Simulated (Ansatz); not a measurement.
Cost and result by functional for the adsorption energy of Cl on the 1x1 (111) surface of fcc Rh, one in a 2x2 cell, started at the site 'bridge Rh-Rh (span 2.7 Å)', in Ansatz (plane waves, PAW). Single points on the PBE structure, on one kind of machine; costs are rough ratios of the slab run's core time (references not counted) to the cheapest single point. r2SCAN's cost holds its higher cutoff (500 against 420 eV). Differences are taken against r2SCAN for comparison alone: no measured value is at hand, so the table doesn't rank accuracy.

Slab: 17 atoms, 6.5 Å thick at the start under the adsorbate (thin: gaps and levels are the slab's own); k 6x6x1, smearing 0.1 eV, dipole-corrected; 8 atoms held, the rest relaxed; symmetry of the start imposed; no spin, no spin-orbit, no U, no dispersion correction. At the end it is bonded to 3 Rh. In PBE it is, or lies within 0.03 eV of, the lowest of the starts that converged. These notes are the PBE run's. Adsorption energies are against ½ Cl2(g). A negative adsorption energy means that the adsorbate is more stable on the surface than in its reference.

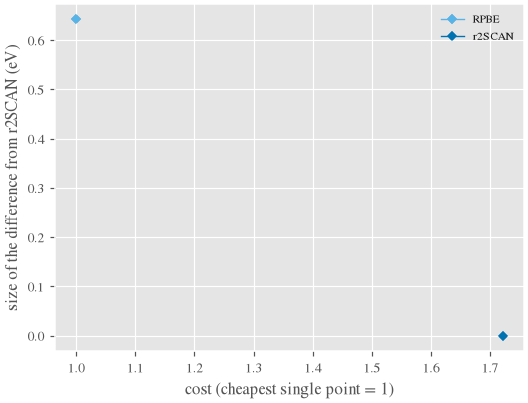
Figure: Difference from r2SCAN against cost

```json
[
 {"functional": "RPBE", "relative cost": "1", "adsorption energy (eV)": "-1.69", "less r2SCAN (eV)": "0.64"},
 {"functional": "r2SCAN", "relative cost": "2", "adsorption energy (eV)": "-2.33", "less r2SCAN (eV)": "0.00"},
 {"functional": "PBE (the relaxed run's value)", "relative cost": "–", "adsorption energy (eV)": "-1.96", "less r2SCAN (eV)": "0.37"}
]
```

The values span 0.64 eV, while the single points' costs differ by a factor of roughly 2. Differences are of unrounded values.

Ansatz is a first-principles code.
